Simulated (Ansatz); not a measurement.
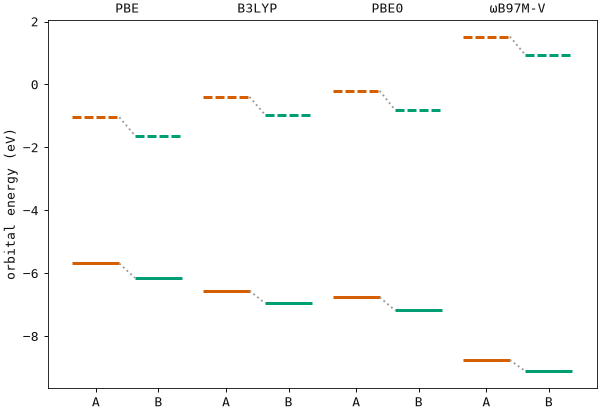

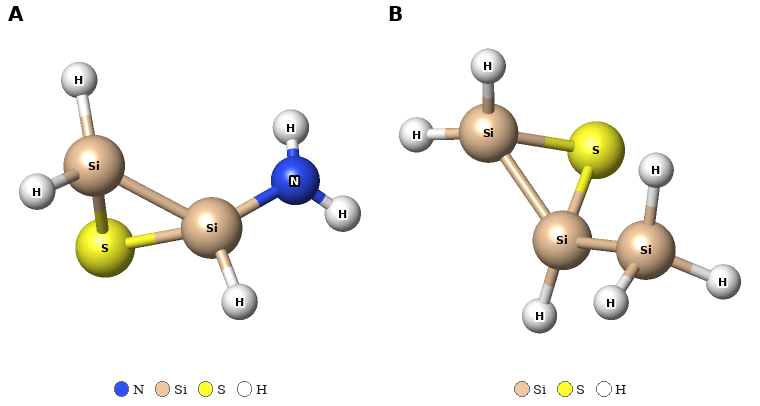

One change: A, Si₂NH₅S (SMILES N[Si@H]1[SiH2]S1), becomes B, Si₃H₆S (SMILES [SiH3][Si@H]1[SiH2]S1). NH₂ on Si is replaced by SiH₃. HOMO (solid) and LUMO (dashed) computed in def2-TZVPP at PBE0-D4/def2-TZVP geometries, both minima by their frequencies, gas phase, the Ansatz code. Empty levels above zero depend strongly on the basis.

What does the change do to HOMO and LUMO?

Answer. PBE: the HOMO falls by 0.46 eV, the LUMO falls by 0.58 eV, and the separation goes from 4.65 to 4.52 eV. B3LYP: the HOMO falls by 0.40 eV, the LUMO falls by 0.57 eV, and the separation goes from 6.16 to 5.99 eV. PBE0: the HOMO falls by 0.41 eV, the LUMO falls by 0.61 eV, and the separation goes from 6.56 to 6.36 eV. ωB97M-V: the HOMO falls by 0.36 eV, the LUMO falls by 0.58 eV, and the separation goes from 10.27 to 10.05 eV.

Do the functionals agree on the effect?

Answer. They agree on the direction for both levels; the HOMO shift lies between −0.46 and −0.36 eV and the LUMO shift between −0.61 and −0.57 eV, while the separations themselves differ by up to 5.6 eV between functionals.
